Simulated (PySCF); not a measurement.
Input file:

```
{"job": {"kind": "epr", "basis": "pcH-1"}, "charge": 0, "multiplicity": 2}
C      2.641078    -0.795067    -0.647183
N      1.718141     0.069029    -0.526581
C      0.410628    -0.213862    -0.219241
C     -0.244296    -1.430663    -0.412700
C     -1.586640    -1.546278    -0.123235
C     -2.298280    -0.448564     0.370036
C     -1.671569     0.758787     0.561315
C     -0.307353     0.909939     0.267985
Si     0.634368     2.461304     0.464400
H      3.623846    -0.448501    -0.929777
H      2.526189    -1.866101    -0.474429
H      0.295705    -2.273874    -0.820464
H     -2.095647    -2.485460    -0.285015
H     -3.350748    -0.555254     0.590710
H     -2.230019     1.607566     0.932457
H     -0.136918     3.633995     0.858268
H      2.064517     2.635033     0.383543
```

Run with:

```sh
OMP_NUM_THREADS=1 python probes_run.py task.json out
```

Geometry: GFN2-xTB.

These are results of UKS B3LYP, pcH-1 on C H N Si, non-relativistic, mean-field spin-orbit, GIAO in PySCF, not measurements.

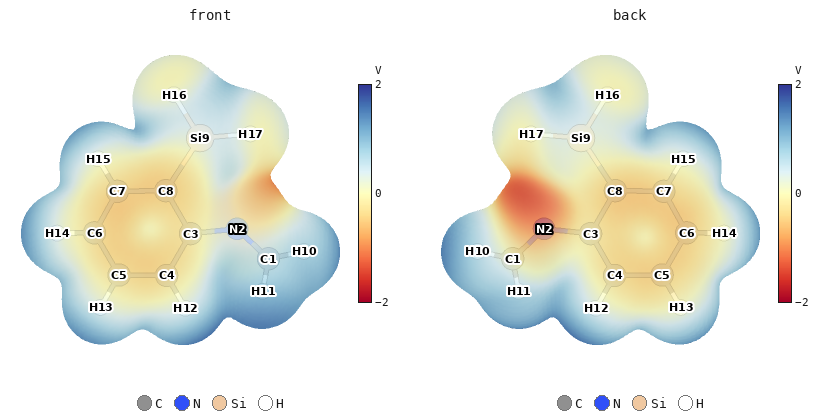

C₇H₈NSi (SMILES C=Nc1ccccc1[SiH2]) (doublet). The electrostatic potential painted on the density surface at 0.004 e/bohr³, seen from the front and from behind; red is negative and blue positive.

Where is the surface potential most negative and most positive?

Answer. The most negative region (about −1.4 V) lies over N2, the most positive (about +1.5 V) over H11 and H12. N2 is the likeliest acceptor of a hydrogen bond.
